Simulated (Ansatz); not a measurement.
# HfHO (quartet): wB97M-V, B2PLYP over vertical spin and charge gaps, def2-QZVPP

Aim: run HfHO (quartet) with these functionals over vertical spin and charge gaps, and hold them against the top wave-function level at the same points.

The runs use Ansatz 0.2.0, Gaussian basis; def2-QZVPP, all electrons in the functionals, frozen cores in the correlation of double hybrids and RPA.

The runs, in order: wB97M-V, B2PLYP, at charge 0, quartet; charge 0, doublet; charge 0, sextet; charge 1, triplet; charge 1, quintet.

## Step 1: The geometry

The geometry is a PBE0/def2-TZVP stationary point (not a proven minimum). No spin-orbit coupling is included. Elements past krypton take def2 core potentials.

3 atoms, charge 0, spin multiplicity 4.

Atoms are counted from 1 here; the program's logs count them from 0.

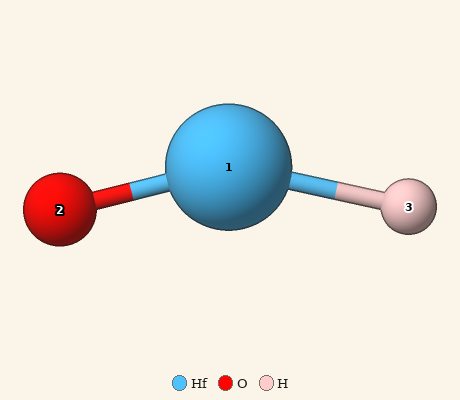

The structure; hafnium blue, oxygen red, hydrogen pink; atoms are numbered from 1 in the order of the file.

No dispersion term is added; wB97M-V holds VV10 nonlocal correlation.

The geometry shown and the zero of energy belong to the point charge 0, quartet. The yardstick, UCCSD(T), and other wave-function levels (R restricted, U unrestricted, valence and pair active spaces) come from earlier runs.

## Step 2: wB97M-V, charge 0, quartet

The input, in.yaml:

```yaml
crystal:
  periodic: [false, false, false]
  atoms:
    - {symbol: Hf, position_ang: [0.000000, -0.013056, 0.141257]}
    - {symbol: O, position_ang: [0.000000, 0.098311, -1.698045]}
    - {symbol: H, position_ang: [0.000000, 0.751458, 1.939409]}
basis:
  gaussian: {orbitals: "def2-QZVPP.json"}
magnetization: {spin_polarized: true, initial_magnetization: 3}
hamiltonian: {xc: {name: wB97M-V}}
output: {orbitals: {seedname: orbitals}}
```

Started as:

```sh
$ ansatz run in.yaml --threads 2 --pin off --events-out ev --progress --plain --max-ram 24576MiB --backend cuda --devices 0, --max-vram 18GiB
```

Output (excerpt; [...] marks lines left out):

```text
Functional definition: wB97M-V
  name "wB97M-V"
  cite "Mardirossian & Head-Gordon, J. Chem. Phys. 144, 214110 (2016) doi:10.1063/1.4952647"
  cite "Becke, J. Chem. Phys. 107, 8554 (1997) doi:10.1063/1.475007"
  cite "Vydrov & Van Voorhis, J. Chem. Phys. 133, 244103 (2010) doi:10.1063/1.3521275"
  # Of w^i u^j: cxij and so on, Table III.
[...]
  gx(w, u) = 1 - cx + cx01*u + cx10*w
  gss(w, u) = css00 + css04*u^4 + css10*w + css20*w^2 + css43*w^4*u^3
  gos(w, u) = cos00 + cos10*w + (cos20 + cos21*u)*w^2 + (cos60 + cos61*u)*w^6
[...]
      + integral(e_c_pw_mod_opposite_spin*gos(b97_w_opposite, b97_u_opposite)) + vv10(b, c)
660 factors; their error is unknown
171 factors; integrals over basis functions are off by at most 5.5e-5 eV
[...]
mean field -3363.63401637 eV, -123.6112701487 hartree, gradient 7.2e-6 eV, S^2 3.761310; 4 other end points of the search recorded, 0 dependent functions left out
reference -3363.63406981 eV, -123.6112721124 hartree; 12, 9 occupied and 156, 159 virtual orbitals, 660 factors
Total energy: -3363.63406981 eV, -123.6112721124 hartree
```

Wall time 23 s (1 × H100 (card shared with other runs) with 2 threads of AMD EPYC 7R13, shared host); peak host memory 0.97 GiB.

From the report: ⟨S²⟩ of the determinant 3.761 (pure quartet: 3.75).

## Step 3: wB97M-V, charge 0, doublet

in.yaml: that of step 2 with these lines changed.

```diff
@@ -8,3 +8,3 @@
   gaussian: {orbitals: "def2-QZVPP.json"}
-magnetization: {spin_polarized: true, initial_magnetization: 3}
+magnetization: {spin_polarized: true, initial_magnetization: 1}
 hamiltonian: {xc: {name: wB97M-V}}
```

The command is unchanged.

Output (excerpt; [...] marks lines left out):

```text
Functional definition: wB97M-V
  name "wB97M-V"
  cite "Mardirossian & Head-Gordon, J. Chem. Phys. 144, 214110 (2016) doi:10.1063/1.4952647"
  cite "Becke, J. Chem. Phys. 107, 8554 (1997) doi:10.1063/1.475007"
  cite "Vydrov & Van Voorhis, J. Chem. Phys. 133, 244103 (2010) doi:10.1063/1.3521275"
  # Of w^i u^j: cxij and so on, Table III.
[...]
  gx(w, u) = 1 - cx + cx01*u + cx10*w
  gss(w, u) = css00 + css04*u^4 + css10*w + css20*w^2 + css43*w^4*u^3
  gos(w, u) = cos00 + cos10*w + (cos20 + cos21*u)*w^2 + (cos60 + cos61*u)*w^6
[...]
      + integral(e_c_pw_mod_opposite_spin*gos(b97_w_opposite, b97_u_opposite)) + vv10(b, c)
660 factors; their error is unknown
171 factors; integrals over basis functions are off by at most 5.5e-5 eV
[...]
mean field -3366.40368497 eV, -123.7130535922 hartree, gradient 1.8e-5 eV, S^2 0.752240; 3 other end points of the search recorded, 0 dependent functions left out
reference -3366.40373552 eV, -123.7130554499 hartree; 11, 10 occupied and 157, 158 virtual orbitals, 660 factors
Total energy: -3366.40373552 eV, -123.7130554499 hartree
```

Run time: 27 s. Hardware: 1 × H100 (card shared with other runs) with 2 threads of AMD EPYC 7R13, shared host; peak host memory 0.97 GiB.

From the report: ⟨S²⟩ of the determinant 0.752 (pure doublet: 0.75).

From charge 0, quartet: -63.9 kcal/mol.

## Step 4: wB97M-V, charge 0, sextet

in.yaml: that of step 3 with these lines changed.

```diff
@@ -8,3 +8,3 @@
   gaussian: {orbitals: "def2-QZVPP.json"}
-magnetization: {spin_polarized: true, initial_magnetization: 1}
+magnetization: {spin_polarized: true, initial_magnetization: 5}
 hamiltonian: {xc: {name: wB97M-V}}
```

Launched as before.

Output (excerpt; [...] marks lines left out):

```text
Functional definition: wB97M-V
  name "wB97M-V"
  cite "Mardirossian & Head-Gordon, J. Chem. Phys. 144, 214110 (2016) doi:10.1063/1.4952647"
  cite "Becke, J. Chem. Phys. 107, 8554 (1997) doi:10.1063/1.475007"
  cite "Vydrov & Van Voorhis, J. Chem. Phys. 133, 244103 (2010) doi:10.1063/1.3521275"
  # Of w^i u^j: cxij and so on, Table III.
[...]
  gx(w, u) = 1 - cx + cx01*u + cx10*w
  gss(w, u) = css00 + css04*u^4 + css10*w + css20*w^2 + css43*w^4*u^3
  gos(w, u) = cos00 + cos10*w + (cos20 + cos21*u)*w^2 + (cos60 + cos61*u)*w^6
[...]
      + integral(e_c_pw_mod_opposite_spin*gos(b97_w_opposite, b97_u_opposite)) + vv10(b, c)
660 factors; their error is unknown
171 factors; integrals over basis functions are off by at most 5.5e-5 eV
[...]
mean field -3359.22831790 eV, -123.4493637160 hartree, gradient 7.2e-6 eV, S^2 8.753839; 4 other end points of the search recorded, 0 dependent functions left out
reference -3359.22836991 eV, -123.4493656275 hartree; 13, 8 occupied and 155, 160 virtual orbitals, 660 factors
Total energy: -3359.22836991 eV, -123.4493656275 hartree
```

Run time: 24 s. Hardware: 1 × H100 (card shared with other runs) with 2 threads of AMD EPYC 7R13, shared host; peak host memory 0.97 GiB.

From the report: ⟨S²⟩ of the determinant 8.754 (pure sextet: 8.75).

From charge 0, quartet: +101.6 kcal/mol.

## Step 5: wB97M-V, charge 1, triplet

in.yaml: that of step 4 with these lines changed.

```diff
@@ -8,3 +8,4 @@
   gaussian: {orbitals: "def2-QZVPP.json"}
-magnetization: {spin_polarized: true, initial_magnetization: 5}
+total_charge: 1
+magnetization: {spin_polarized: true, initial_magnetization: 2}
 hamiltonian: {xc: {name: wB97M-V}}
```

Launched as before.

Output (excerpt; [...] marks lines left out):

```text
Functional definition: wB97M-V
  name "wB97M-V"
  cite "Mardirossian & Head-Gordon, J. Chem. Phys. 144, 214110 (2016) doi:10.1063/1.4952647"
  cite "Becke, J. Chem. Phys. 107, 8554 (1997) doi:10.1063/1.475007"
  cite "Vydrov & Van Voorhis, J. Chem. Phys. 133, 244103 (2010) doi:10.1063/1.3521275"
  # Of w^i u^j: cxij and so on, Table III.
[...]
  gx(w, u) = 1 - cx + cx01*u + cx10*w
  gss(w, u) = css00 + css04*u^4 + css10*w + css20*w^2 + css43*w^4*u^3
  gos(w, u) = cos00 + cos10*w + (cos20 + cos21*u)*w^2 + (cos60 + cos61*u)*w^6
[...]
      + integral(e_c_pw_mod_opposite_spin*gos(b97_w_opposite, b97_u_opposite)) + vv10(b, c)
660 factors; their error is unknown
171 factors; integrals over basis functions are off by at most 5.5e-5 eV
[...]
mean field -3356.69314454 eV, -123.3561978133 hartree, gradient 6.4e-6 eV, S^2 2.024627; 4 other end points of the search recorded, 0 dependent functions left out
reference -3356.69319017 eV, -123.3561994902 hartree; 11, 9 occupied and 157, 159 virtual orbitals, 660 factors
Total energy: -3356.69319017 eV, -123.3561994902 hartree
```

Wall time 16 s (1 × H100 (card shared with other runs) with 2 threads of AMD EPYC 7R13, shared host); peak host memory 0.97 GiB.

From the report: ⟨S²⟩ of the determinant 2.025 (pure triplet: 2.00).

From charge 0, quartet: +160.1 kcal/mol.

## Step 6: wB97M-V, charge 1, quintet

in.yaml: that of step 5 with these lines changed.

```diff
@@ -9,3 +9,3 @@
 total_charge: 1
-magnetization: {spin_polarized: true, initial_magnetization: 2}
+magnetization: {spin_polarized: true, initial_magnetization: 4}
 hamiltonian: {xc: {name: wB97M-V}}
```

The command is unchanged.

Output (excerpt; [...] marks lines left out):

```text
Functional definition: wB97M-V
  name "wB97M-V"
  cite "Mardirossian & Head-Gordon, J. Chem. Phys. 144, 214110 (2016) doi:10.1063/1.4952647"
  cite "Becke, J. Chem. Phys. 107, 8554 (1997) doi:10.1063/1.475007"
  cite "Vydrov & Van Voorhis, J. Chem. Phys. 133, 244103 (2010) doi:10.1063/1.3521275"
  # Of w^i u^j: cxij and so on, Table III.
[...]
  gx(w, u) = 1 - cx + cx01*u + cx10*w
  gss(w, u) = css00 + css04*u^4 + css10*w + css20*w^2 + css43*w^4*u^3
  gos(w, u) = cos00 + cos10*w + (cos20 + cos21*u)*w^2 + (cos60 + cos61*u)*w^6
[...]
      + integral(e_c_pw_mod_opposite_spin*gos(b97_w_opposite, b97_u_opposite)) + vv10(b, c)
660 factors; their error is unknown
171 factors; integrals over basis functions are off by at most 5.5e-5 eV
[...]
mean field -3353.49848819 eV, -123.2387963582 hartree, gradient 6.3e-6 eV, S^2 6.006112; 3 other end points of the search recorded, 0 dependent functions left out
reference -3353.49853372 eV, -123.2387980311 hartree; 12, 8 occupied and 156, 160 virtual orbitals, 660 factors
Total energy: -3353.49853372 eV, -123.2387980311 hartree
```

Wall time 17 s (1 × H100 (card shared with other runs) with 2 threads of AMD EPYC 7R13, shared host); peak host memory 0.97 GiB.

From the report: ⟨S²⟩ of the determinant 6.006 (pure quintet: 6.00).

From charge 0, quartet: +233.7 kcal/mol.

## Step 7: B2PLYP, charge 0, quartet

The input, in.yaml:

```yaml
crystal:
  periodic: [false, false, false]
  atoms:
    - {symbol: Hf, position_ang: [0.000000, -0.013056, 0.141257]}
    - {symbol: O, position_ang: [0.000000, 0.098311, -1.698045]}
    - {symbol: H, position_ang: [0.000000, 0.751458, 1.939409]}
basis:
  gaussian: {orbitals: "def2-QZVPP.json"}
magnetization: {spin_polarized: true, initial_magnetization: 3}
hamiltonian: {xc: {name: B2PLYP}}
correlation: {electrons: outside_noble_gas}
```

The command is unchanged.

Output (excerpt; [...] marks lines left out):

```text
Functional definition: B2PLYP
  name "B2PLYP"
  cite "Grimme, J. Chem. Phys. 124, 034108 (2006) doi:10.1063/1.2148954"
  cite "Becke, Phys. Rev. A 38, 3098 (1988) doi:10.1103/PhysRevA.38.3098"
  cite "Lee, Yang & Parr, Phys. Rev. B 37, 785 (1988) doi:10.1103/PhysRevB.37.785"
[...]
1036 factors; integrals over basis functions are off by at most 8.1e-4 eV
[...]
mean field -3358.16852767 eV, -123.4104171435 hartree, gradient 7.2e-6 eV, S^2 3.763953; 6 other end points of the search recorded, 0 dependent functions left out
5 core orbitals not correlated: weight in the atoms' cores, before any rotation towards them, 0.946 or more for the frozen orbitals, at most 0.048 for the correlated occupied ones
reference -3358.16866590 eV, -123.4104222233 hartree; 7, 4 occupied and 156, 159 virtual orbitals, 1036 factors
second order -10.07702555 eV of doubles, -0.00000000 eV of singles
Total energy: -3360.88946280 eV, -123.5104096652 hartree
```

Wall time 21 s (1 × H100 (card shared with other runs) with 2 threads of AMD EPYC 7R13, shared host); peak host memory 0.89 GiB.

From the report: ⟨S²⟩ of the determinant 3.764 (pure quartet: 3.75).

## Step 8: B2PLYP, charge 0, doublet

in.yaml: that of step 7 with these lines changed.

```diff
@@ -8,3 +8,3 @@
   gaussian: {orbitals: "def2-QZVPP.json"}
-magnetization: {spin_polarized: true, initial_magnetization: 3}
+magnetization: {spin_polarized: true, initial_magnetization: 1}
 hamiltonian: {xc: {name: B2PLYP}}
```

Same command.

Output (excerpt; [...] marks lines left out):

```text
Functional definition: B2PLYP
  name "B2PLYP"
  cite "Grimme, J. Chem. Phys. 124, 034108 (2006) doi:10.1063/1.2148954"
  cite "Becke, Phys. Rev. A 38, 3098 (1988) doi:10.1103/PhysRevA.38.3098"
  cite "Lee, Yang & Parr, Phys. Rev. B 37, 785 (1988) doi:10.1103/PhysRevB.37.785"
[...]
1036 factors; integrals over basis functions are off by at most 8.1e-4 eV
[...]
mean field -3360.23766618 eV, -123.4864565812 hartree, gradient 8.2e-6 eV, S^2 0.753965; 4 other end points of the search recorded, 0 dependent functions left out
5 core orbitals not correlated: weight in the atoms' cores, before any rotation towards them, 0.982 or more for the frozen orbitals, at most 0.021 for the correlated occupied ones
reference -3360.23780056 eV, -123.4864615197 hartree; 6, 5 occupied and 157, 158 virtual orbitals, 1036 factors
second order -13.38538469 eV of doubles, -0.00000000 eV of singles
Total energy: -3363.85185443 eV, -123.6192755496 hartree
```

It took 21 s on 1 × H100 (card shared with other runs) with 2 threads of AMD EPYC 7R13, shared host; peak host memory 0.89 GiB.

From the report: ⟨S²⟩ of the determinant 0.754 (pure doublet: 0.75).

From charge 0, quartet: -68.3 kcal/mol.

## Step 9: B2PLYP, charge 0, sextet

in.yaml: that of step 8 with these lines changed.

```diff
@@ -8,3 +8,3 @@
   gaussian: {orbitals: "def2-QZVPP.json"}
-magnetization: {spin_polarized: true, initial_magnetization: 1}
+magnetization: {spin_polarized: true, initial_magnetization: 5}
 hamiltonian: {xc: {name: B2PLYP}}
```

Launched as before.

Output (excerpt; [...] marks lines left out):

```text
Functional definition: B2PLYP
  name "B2PLYP"
  cite "Grimme, J. Chem. Phys. 124, 034108 (2006) doi:10.1063/1.2148954"
  cite "Becke, Phys. Rev. A 38, 3098 (1988) doi:10.1103/PhysRevA.38.3098"
  cite "Lee, Yang & Parr, Phys. Rev. B 37, 785 (1988) doi:10.1103/PhysRevB.37.785"
[...]
1036 factors; integrals over basis functions are off by at most 8.1e-4 eV
[...]
mean field -3354.03358846 eV, -123.2584609303 hartree, gradient 2.4e-8 eV, S^2 8.755912; 6 other end points of the search recorded, 0 dependent functions left out
5 core orbitals not correlated: weight in the atoms' cores, before any rotation towards them, 0.938 or more for the frozen orbitals, at most 0.056 for the correlated occupied ones
reference -3354.03372836 eV, -123.2584660714 hartree; 8, 3 occupied and 155, 160 virtual orbitals, 1036 factors
second order -8.66087229 eV of doubles, -0.00000000 eV of singles
Total energy: -3356.37216388 eV, -123.3444019917 hartree
```

Wall time 14 s (1 × H100 (card shared with other runs) with 2 threads of AMD EPYC 7R13, shared host); peak host memory 0.89 GiB.

From the report: ⟨S²⟩ of the determinant 8.756 (pure sextet: 8.75).

From charge 0, quartet: +104.2 kcal/mol.

## Step 10: B2PLYP, charge 1, triplet

in.yaml: that of step 9 with these lines changed.

```diff
@@ -8,3 +8,4 @@
   gaussian: {orbitals: "def2-QZVPP.json"}
-magnetization: {spin_polarized: true, initial_magnetization: 5}
+total_charge: 1
+magnetization: {spin_polarized: true, initial_magnetization: 2}
 hamiltonian: {xc: {name: B2PLYP}}
```

The command is unchanged.

Output (excerpt; [...] marks lines left out):

```text
Functional definition: B2PLYP
  name "B2PLYP"
  cite "Grimme, J. Chem. Phys. 124, 034108 (2006) doi:10.1063/1.2148954"
  cite "Becke, Phys. Rev. A 38, 3098 (1988) doi:10.1103/PhysRevA.38.3098"
  cite "Lee, Yang & Parr, Phys. Rev. B 37, 785 (1988) doi:10.1103/PhysRevB.37.785"
[...]
1036 factors; integrals over basis functions are off by at most 8.1e-4 eV
[...]
mean field -3351.15972780 eV, -123.1528484989 hartree, gradient 7.7e-6 eV, S^2 2.032968; 6 other end points of the search recorded, 0 dependent functions left out
5 core orbitals not correlated: weight in the atoms' cores, before any rotation towards them, 0.965 or more for the frozen orbitals, at most 0.031 for the correlated occupied ones
reference -3351.15985656 eV, -123.1528532310 hartree; 6, 4 occupied and 157, 159 virtual orbitals, 1036 factors
second order -10.57323936 eV of doubles, -0.00000000 eV of singles
Total energy: -3354.01463119 eV, -123.2577642636 hartree
```

Run time: 17 s. Hardware: 1 × H100 (card shared with other runs) with 2 threads of AMD EPYC 7R13, shared host; peak host memory 0.89 GiB.

From the report: ⟨S²⟩ of the determinant 2.033 (pure triplet: 2.00).

From charge 0, quartet: +158.5 kcal/mol.

## Step 11: B2PLYP, charge 1, quintet

in.yaml: that of step 10 with these lines changed.

```diff
@@ -9,3 +9,3 @@
 total_charge: 1
-magnetization: {spin_polarized: true, initial_magnetization: 2}
+magnetization: {spin_polarized: true, initial_magnetization: 4}
 hamiltonian: {xc: {name: B2PLYP}}
```

Launched as before.

Output (excerpt; [...] marks lines left out):

```text
Functional definition: B2PLYP
  name "B2PLYP"
  cite "Grimme, J. Chem. Phys. 124, 034108 (2006) doi:10.1063/1.2148954"
  cite "Becke, Phys. Rev. A 38, 3098 (1988) doi:10.1103/PhysRevA.38.3098"
  cite "Lee, Yang & Parr, Phys. Rev. B 37, 785 (1988) doi:10.1103/PhysRevB.37.785"
[...]
1036 factors; integrals over basis functions are off by at most 8.1e-4 eV
[...]
mean field -3348.53568741 eV, -123.0564167932 hartree, gradient 1.2e-8 eV, S^2 6.008872; 6 other end points of the search recorded, 0 dependent functions left out
5 core orbitals not correlated: weight in the atoms' cores, before any rotation towards them, 0.953 or more for the frozen orbitals, at most 0.042 for the correlated occupied ones
reference -3348.53581526 eV, -123.0564214919 hartree; 7, 3 occupied and 156, 160 virtual orbitals, 1036 factors
second order -8.43290385 eV of doubles, -0.00000000 eV of singles
Total energy: -3350.81269930 eV, -123.1400954370 hartree
```

Run time: 17 s. Hardware: 1 × H100 (card shared with other runs) with 2 threads of AMD EPYC 7R13, shared host; peak host memory 0.9 GiB.

From the report: ⟨S²⟩ of the determinant 6.009 (pure quintet: 6.00).

From charge 0, quartet: +232.4 kcal/mol.

## Step 12: The comparison

No level is safe as a reference over these points; UCCSD(T) serves as a yardstick only. It comes from earlier runs at the same points. Energies in kcal/mol, counted from charge 0, quartet; blanks weren't run or aren't comparable.

| level | quartet to doublet | quartet to sextet | ionisation to the triplet cation | ionisation to the quintet cation |
| --- | --- | --- | --- | --- |
| UCCSD(T) | -69.6 | 102.0 | 155.9 | 232.6 |
| wB97M-V | -63.9 | 101.6 | 160.1 | 233.7 |
| B2PLYP | -68.3 | 104.2 | 158.5 | 232.4 |

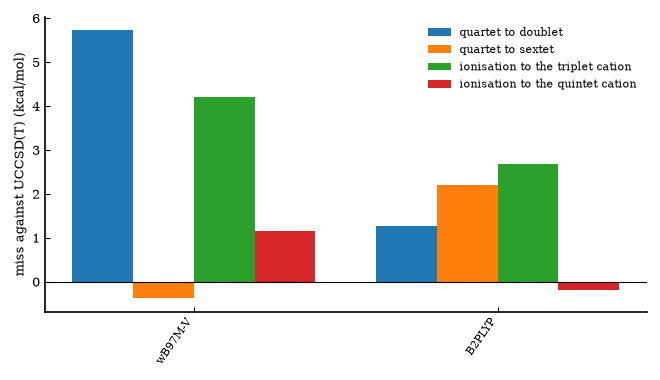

Misses of the gaps against UCCSD(T).

Largest miss and mean time a point (UCCSD(T) took 65 s a point; shared hosts):

| level | largest miss (kcal/mol) | where | time a point |
| --- | --- | --- | --- |
| wB97M-V | +5.7 | quartet to doublet | 21 s |
| B2PLYP | +2.7 | ionisation to the triplet cation | 18 s |

## Step 13: Summary of results

| quantity | value |
| --- | --- |
| quartet to doublet, UCCSD(T) | -69.6 kcal/mol |
| quartet to sextet, UCCSD(T) | 102.0 kcal/mol |
| ionisation to the triplet cation, UCCSD(T) | 155.9 kcal/mol |
| ionisation to the quintet cation, UCCSD(T) | 232.6 kcal/mol |
| largest miss, wB97M-V | +5.7 kcal/mol (quartet to doublet) |
| largest miss, B2PLYP | +2.7 kcal/mol (ionisation to the triplet cation) |

What this shows: Of the functionals, B2PLYP keep the smallest largest miss at the points compared (at most 2.7 kcal/mol) and wB97M-V strays most (5.7 kcal/mol, at quartet to doublet). Functionals and the yardstick converge differently with the basis, so part of each miss in def2-QZVPP is the basis. The yardstick itself may be off where one determinant is a poor start.
